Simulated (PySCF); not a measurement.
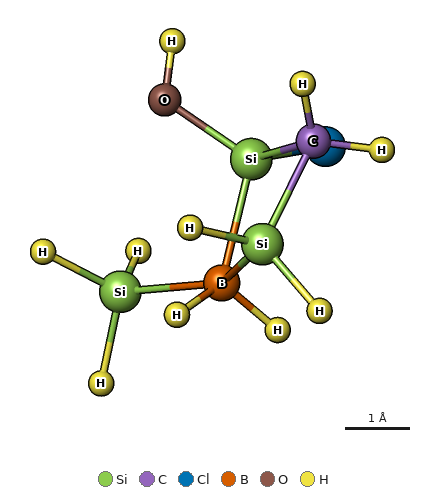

Figure 1. The structure as given in the input (ball-and-stick view, seen at a tilt).

CH$_{10}$BClOSi$_{3}$: core-level calculation

The run: core-level calculation of CH$_{10}$BClOSi$_{3}$. Method and program: delta-SCF UKS SCAN, pcX-2 on the ionised atom, pcseg-1 elsewhere, spin-free X2C (PySCF 2.14.0).

**The input**
```
{"job": {"kind": "xps", "holes": 5}, "charge": 0, "multiplicity": 1}
Si     0.561229     0.994973     0.491945
C      1.017149     1.788124    -1.145630
Si     0.025736     0.356112    -1.898080
Cl    -0.205242     2.364518     1.845287
B     -0.935144    -0.211780    -0.130413
Si    -0.949925    -1.559395     1.379387
O      1.784177     0.124589     1.196431
H      2.071186     1.897931    -1.435580
H      0.486217     2.744847    -1.277912
H     -0.858874    -1.165348    -0.910765
H     -1.012972     0.701965    -2.907265
H      0.932691    -0.707360    -2.418649
H     -2.003620     0.360121    -0.181233
H     -2.215515    -2.355229     1.312566
H     -0.908600    -0.877566     2.710050
H      0.199187    -2.509051     1.287786
H      2.483818     0.620800     1.633892
```

The first line tells a small driver script what to run in PySCF; the rest is the geometry in Å.

Hardware: 1 CPU thread, shared host.

Run as:
```bash
OMP_NUM_THREADS=1 python <driver script> task.json out
```

**Log**
```
ground state, core basis on atom 0 (Si), 206 functions
  cycle   1  E = -1475.79640191  |g| = 8.35e-01
  cycle   2  E = -1475.55294877  |g| = 1.36e+00
  cycle   3  E = -1475.94216200  |g| = 2.26e-01
  cycle   4  E = -1475.95398732  |g| = 5.32e-02
  cycle   5  E = -1475.95472977  |g| = 1.70e-02
  cycle   6  E = -1475.95480466  |g| = 7.12e-03
  cycle   7  E = -1475.95481565  |g| = 1.62e-03
  cycle   8  E = -1475.95482156  |g| = 5.76e-04
  cycle   9  E = -1475.95481912  |g| = 1.11e-04
  E(ground) = -1476.02083056 Eh
hole in Si 2p of atom 0
  cycle   1  E = -1471.63558732  |g| = 1.26e+00
[... 9 cycles left out ...]
  E(ion) = -1472.05433042 Eh   <S^2> = 0.7527   hole on atom = 1.003   binding energy = 107.934 eV
  2p3/2 = 107.775 eV   2p1/2 = 108.404 eV
ground state, core basis on atom 1 (C), 195 functions
[... 6 cycles left out ...]
  E(ground) = -1475.95815936 Eh
hole in C 1s of atom 1
[... 10 cycles left out ...]
  E(ion) = -1465.30356664 Eh   <S^2> = 0.7693   hole on atom = 1.000   binding energy = 289.926 eV
ground state, core basis on atom 3 (Cl), 206 functions
[... 7 cycles left out ...]
  E(ground) = -1476.12567075 Eh
hole in Cl 2p of atom 3
[... 10 cycles left out ...]
  E(ion) = -1468.54585476 Eh   <S^2> = 0.7518   hole on atom = 1.001   binding energy = 206.257 eV
  2p3/2 = 205.677 eV   2p1/2 = 207.330 eV
ground state, core basis on atom 4 (B), 195 functions
[... 6 cycles left out ...]
  E(ground) = -1475.94965637 Eh
hole in B 1s of atom 4
[... 11 cycles left out ...]
  E(ion) = -1468.82581862 Eh   <S^2> = 0.7711   hole on atom = 1.000   binding energy = 193.849 eV
ground state, core basis on atom 6 (O), 195 functions
[... 6 cycles left out ...]
  E(ground) = -1475.98548002 Eh
hole in O 1s of atom 6
[... 1 cycle left out ...]
  cycle   2  E = -1452.97848902  |g| = 2.61e+00
  cycle   3  E = -1455.76318313  |g| = 7.31e-01
  cycle   4  E = -1456.02653440  |g| = 2.80e-01
  cycle   5  E = -1456.07228410  |g| = 1.18e-01
  cycle   6  E = -1456.08118130  |g| = 2.12e-02
  cycle   7  E = -1456.08142574  |g| = 1.07e-02
  cycle   8  E = -1456.08149588  |g| = 3.42e-03
  cycle   9  E = -1456.08150302  |g| = 1.05e-03
  cycle  10  E = -1456.08150406  |g| = 5.86e-04
  cycle  11  E = -1456.08150479  |g| = 1.80e-04
  E(ion) = -1456.18681960 Eh   <S^2> = 0.7617   hole on atom = 1.000   binding energy = 538.749 eV
```

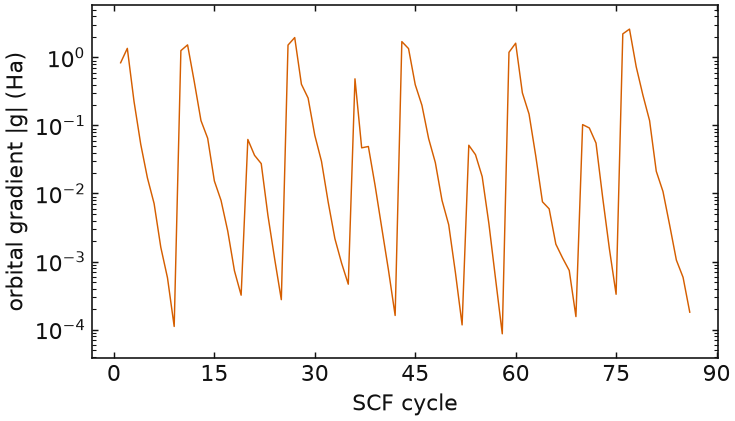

Figure 2. Convergence of the self-consistent field: orbital gradient |g| against the SCF cycle. All cycles printed in the log are drawn one after another.

**Summary**

```json
{"quantity": "outcome", "value": "converged"}
{"quantity": "wall time", "value": "72 s"}
{"quantity": "peak memory", "value": "0.8 GiB"}
```
